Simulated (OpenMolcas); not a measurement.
# BNH$_{6}$: energy and gradient calculation (part 2 of 2)

The same run, continued: BNH$_{6}$, SMILES [BH3-][NH3+]; PBE0/def2-TZVP, RKS (OpenMolcas 26.06). The geometry comes from this level: PBE0-D4/def2-TZVP.

Geometry of the input (Å):
```
B  -0.1913  0.2508  -0.7754
N  0.2065  -0.2551  0.7317
H  -0.0782  -0.7284  -1.4810
H  -1.3326  0.6497  -0.6872
H  0.6044  1.1266  -1.0384
H  0.1408  0.5070  1.3987
H  1.1566  -0.6113  0.7553
H  -0.4140  -0.9965  1.0405
```

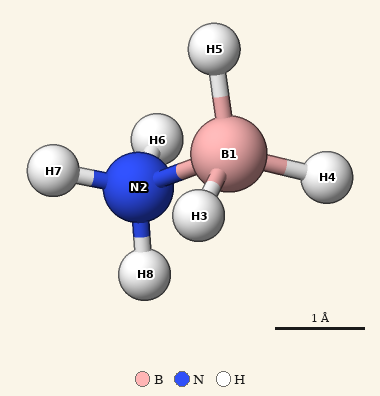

Fig. 1: The structure as given in the input (ball-and-stick view, seen at a tilt; atoms are numbered from 1 in the order of the input).

What the program printed, continued
```
      SCF Algorithm: Conventional
      D(i)-D(i-1) density differences are used
      Number of density matrices in core                 5
      Maximum number of NDDO SCF iterations            400
      Maximum number of HF SCF iterations              400
      Threshold for SCF energy change             1.00E-10
      Threshold for density matrix                1.00E-07
      Threshold for Fock matrix                   1.00E-07
      Threshold for linear dependence             1.00E-09
      Threshold at which DIIS is turned on        1.50E-01
      Maximum depth in the DIIS procedure                5
      Maximum depth in the BFGS Hessian update          30
      Threshold at which QNR/C2DIIS is turned on  7.50E-02
      Threshold for Norm(delta) (QNR/C2DIIS)      1.00E-05
      All orbitals punched on: SCFORB
--

      Input vectors read from INPORB
      Orbital file label: *Guess orbitals

++ Convergence information
                                   PBE0       iterations: Energy and convergence statistics

Iter     Tot. PBE0       One-elec.       Two-elec.     Energy      Max Dij or  Max Fij      DNorm      TNorm      AccCon     Time
         Energy          Energy          Energy        Change      Delta Norm                                                in Sec.
   1   -82.889470395  -198.474607507    74.830574339   0.00E+00    3.99E-01*   1.86E-01*    3.23E+00   9.43E+01   None         3.
   2   -83.071674527  -203.382854845    79.556617545  -1.82E-01*   2.12E-01*   6.32E-02*    1.15E+00   9.71E+01   EDIIS        2.
   3   -83.055393696  -198.439260520    74.629304051   1.63E-02*   3.87E-02*   2.91E-02*    9.98E-01   9.43E+01   EDIIS        2.
   4   -83.134809088  -201.084750228    77.195378366  -7.94E-02*   2.31E-02*   6.58E-03*    1.50E-01   9.58E+01   c2DIIS       2.
   5   -83.134977660  -201.148755032    77.259214599  -1.69E-04*   2.52E-02*   5.13E-03*    8.00E-02   9.59E+01   QNRc2DIIS    2.
   6   -83.134981864  -201.126598923    77.237054286  -4.20E-06*   1.23E-02*   5.17E-03*    6.96E-02   9.58E+01   QNRc2DIIS    2.
   7   -83.135441642  -201.100252070    77.210247654  -4.60E-04*   1.26E-03*   5.25E-04*    3.27E-02   9.58E+01   QNRc2DIIS    2.
   8   -83.135446336  -201.121617040    77.231607931  -4.69E-06*   1.29E-04*   5.57E-05*    3.98E-03   9.58E+01   QNRc2DIIS    2.
   9   -83.135446387  -201.120320735    77.230311574  -5.10E-08*   2.21E-05*   6.59E-06*    5.01E-04   9.58E+01   QNRc2DIIS    2.
  10   -83.135446388  -201.120305730    77.230296569  -4.31E-10*   5.68E-06    1.91E-06*    1.10E-04   9.58E+01   QNRc2DIIS    2.
  11   -83.135446388  -201.120317659    77.230308498  -5.69E-11    6.41E-07    2.06E-07*    1.97E-05   9.58E+01   QNRc2DIIS    2.
  12   -83.135446388  -201.120316956    77.230307795  -1.05E-12    5.35E-08    2.04E-08     2.34E-06   9.58E+01   QNRc2DIIS    2.

       Convergence after  12 Iterations
--

 *****************************************************************************************************************************
 *                                             SCF/KS-DFT Program, Final results                                             *
 *                                                       Final Results                                                       *
 *****************************************************************************************************************************

::    Total KS-DFT energy                             -83.1354463876
      One-electron energy                            -201.1203169555
      Two-electron energy                              77.2303077946
      Nuclear repulsion energy                         40.7545627733
      Kinetic energy (interpolated)                    82.6618299263
      Virial theorem                                    1.0057295666
      Total spin, S(S+1)                                0.0000000000
      Total spin, S                                     0.0000000000
      Max non-diagonal density matrix element           0.0000000606
      Max non-diagonal Fock matrix element              0.0000000028

      All orbitals with orbital energies smaller than  E(LUMO)+0.5 are printed

++    Molecular orbitals:
      -------------------

      Title: RKS-DFT orbitals

      Molecular orbitals for symmetry species 1: a

          Orbital            1         2         3         4         5         6         7         8         9        10
          Energy          -14.4609   -6.7043   -0.9778   -0.5679   -0.5678   -0.5322   -0.3700   -0.2859   -0.2859   -0.0003
          Occ. No.          2.0000    2.0000    2.0000    2.0000    2.0000    2.0000    2.0000    2.0000    2.0000    0.0000

          Orbital           11        12        13        14        15        16        17        18        19        20
          Energy            0.0703    0.0703    0.1032    0.1310    0.1530    0.1530    0.2005    0.2005    0.2398    0.2809
          Occ. No.          0.0000    0.0000    0.0000    0.0000    0.0000    0.0000    0.0000    0.0000    0.0000    0.0000

          Orbital           21        22        23        24        25        26        27        28
          Energy            0.2809    0.2962    0.3457    0.4573    0.4573    0.4702    0.4719    0.4719
          Occ. No.          0.0000    0.0000    0.0000    0.0000    0.0000    0.0000    0.0000    0.0000

--

++    Molecular charges:
      ------------------

      Mulliken charges per centre and basis function type
      ---------------------------------------------------

                B1      N2      H3      H4      H5      H6      H7      H8
      1s       3.0527  3.4403  1.0231  1.0231  1.0231  0.6811  0.6811  0.6811
      2px      0.8800  1.2510  0.0025  0.0050  0.0034  0.0066  0.0174  0.0115
      2pz      0.4693  1.4335  0.0029  0.0015  0.0019  0.0129  0.0082  0.0090
      2py      0.8610  1.2594  0.0038  0.0028  0.0040  0.0141  0.0080  0.0131
      3d2+     0.0133  0.0042  0.0000  0.0000  0.0000  0.0000  0.0000  0.0000
      3d1+     0.0052  0.0062  0.0000  0.0000  0.0000  0.0000  0.0000  0.0000
      3d0      0.0180  0.0063  0.0000  0.0000  0.0000  0.0000  0.0000  0.0000
      3d1-     0.0132  0.0135  0.0000  0.0000  0.0000  0.0000  0.0000  0.0000
      3d2-     0.0155  0.0067  0.0000  0.0000  0.0000  0.0000  0.0000  0.0000
      4f3+     0.0005  0.0002  0.0000  0.0000  0.0000  0.0000  0.0000  0.0000
      4f2+     0.0009  0.0002  0.0000  0.0000  0.0000  0.0000  0.0000  0.0000
      4f1+     0.0016  0.0002  0.0000  0.0000  0.0000  0.0000  0.0000  0.0000
      4f0      0.0021  0.0002  0.0000  0.0000  0.0000  0.0000  0.0000  0.0000
      4f1-     0.0017  0.0003  0.0000  0.0000  0.0000  0.0000  0.0000  0.0000
      4f2-     0.0007  0.0001  0.0000  0.0000  0.0000  0.0000  0.0000  0.0000
      4f3-     0.0008  0.0003  0.0000  0.0000  0.0000  0.0000  0.0000  0.0000
      Total    5.3366  7.4225  1.0323  1.0323  1.0323  0.7146  0.7146  0.7146

      N-E     -0.3366 -0.4225 -0.0323 -0.0323 -0.0323  0.2854  0.2854  0.2854

      Total electronic charge=   18.000000

      Total            charge=   -0.000000
--

++    Molecular properties:
      ---------------------

      Charge (e):
                      =   -0.0000
      Dipole Moment (debye):
      Origin of the operator (angstrom)=    0.0278   -0.0278    0.0546
                   X=  1.3230E+00               Y= -1.6822E+00               Z=  5.0114E+00           Total=  5.4492E+00
      Quadrupole Moment (debye*angstrom):
      Origin of the operator (angstrom)=    0.0278   -0.0278    0.0546
                  XX= -1.6176E+01              XY=  1.9495E-02              XZ= -5.7472E-02              YY= -1.6185E+01
                  YZ=  7.3139E-02              ZZ= -1.6379E+01
      In traceless form (debye*angstrom)
                  XX=  1.0623E-01              XY=  2.9243E-02              XZ= -8.6208E-02              YY=  9.2533E-02
                  YZ=  1.0971E-01              ZZ= -1.9876E-01
--

--- Stop Module: scf /rc=_RC_ALL_IS_WELL_ ---
--- Module scf spent 27 seconds ---

--- Start Module: alaska ---

                                              &ALASKA

                       available to each process: 1.9 GB of memory, 1 thread

                     Threshold for contributions to the gradient: 1.000E-07

                    ********************************************
                    * Symmetry Adapted Cartesian Displacements *
                    ********************************************

           Irreducible representation : a
           Basis function(s) of irrep: x, y, xy, Rz, z, xz, Ry, yz, Rx, I

 Basis Label        Type   Center Phase
   1   B1           x         1     1
   2   B1           y         1     1
   3   B1           z         1     1
   4   N2           x         2     1
   5   N2           y         2     1
   6   N2           z         2     1
   7   H3           x         3     1
   8   H3           y         3     1
   9   H3           z         3     1
  10   H4           x         4     1
  11   H4           y         4     1
  12   H4           z         4     1
  13   H5           x         5     1
  14   H5           y         5     1
  15   H5           z         5     1
  16   H6           x         6     1
  17   H6           y         6     1
  18   H6           z         6     1
  19   H7           x         7     1
  20   H7           y         7     1
  21   H7           z         7     1
  22   H8           x         8     1
  23   H8           y         8     1
  24   H8           z         8     1

                     No automatic utilization of translational and rotational invariance of the energy is employed.

 Rotational correction to the DFT gradient is turned off due to close-to-degeneracy problems!

 DFT contribution computed for a moving grid.

 Conventional ERI gradients!

 **************************************************
 *              Molecular gradients               *
 **************************************************

  Irreducible representation: a
 ------------------------------------------------------------------------------------------
                              X                       Y                       Z
 ------------------------------------------------------------------------------------------
  B1                9.52046722246802E-06    2.77279370033412E-05   -2.88858579331475E-05
  N2               -6.34177923370949E-05    5.94832342603047E-05   -7.34473750230169E-05
  H3                1.47200267745229E-05   -4.86824895964411E-05    1.77163221783960E-05
  H4               -2.42911025098991E-05   -6.49695141086148E-06    4.69073363558170E-05
  H5                2.09519151539439E-05   -1.61281885868725E-06    4.49504793335054E-05
  H6                8.06721211915606E-07    6.20330990548368E-05    1.35977484418959E-05
  H7                9.96533787609444E-05   -3.40964376819297E-05   -1.74822882110792E-05
  H8               -5.79436142893464E-05   -5.83555727571294E-05   -3.35636514803284E-06
 ------------------------------------------------------------------------------------------

--- Stop Module: alaska /rc=_RC_ALL_IS_WELL_ ---
--- Module alaska spent 8 seconds ---

.##################.
.# Happy landing! #.
.##################.

    Timing: Wall=39.18 User=35.37 System=3.79
```

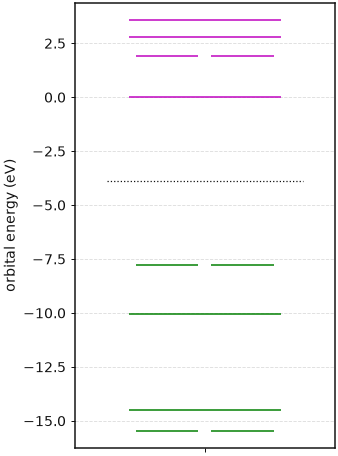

Fig. 2: Orbital energies near the frontier; the dotted line parts filled from empty levels, and levels within 0.02 eV of each other stand side by side. Highest filled −7.78 eV, lowest empty −0.01 eV, 7.77 eV apart.
